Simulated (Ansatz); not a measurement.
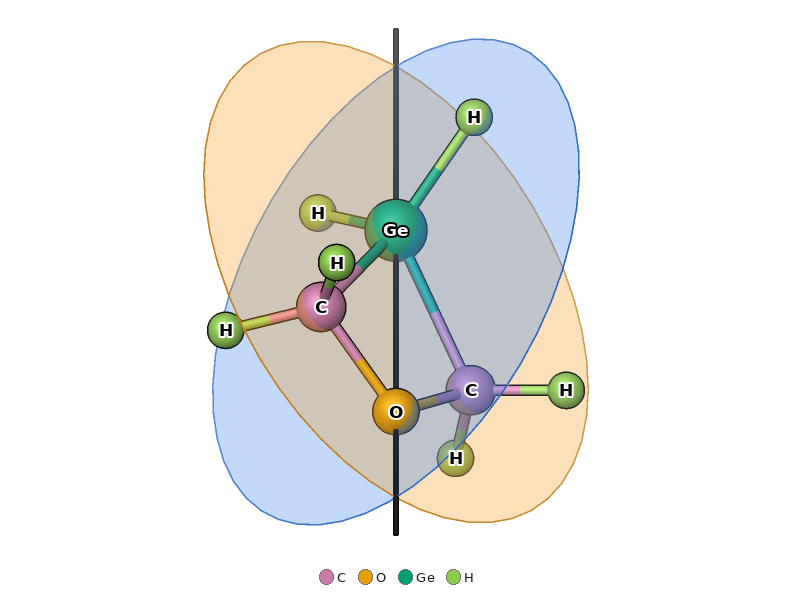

All proper rotation axes (lines) and mirror planes (discs) of the structure are drawn in. Atoms fade into the background with distance from the viewer. The computed structure is the end point of a PBE0-D4/def2-TZVP optimisation. No frequency run is at hand to confirm it as a minimum.

Name the symmetry elements and the point group.

It has 1 C2 axis and 2 mirror planes. Point group C2v. The group has 4 operations. The geometry is achiral, and symmetry allows a dipole moment.
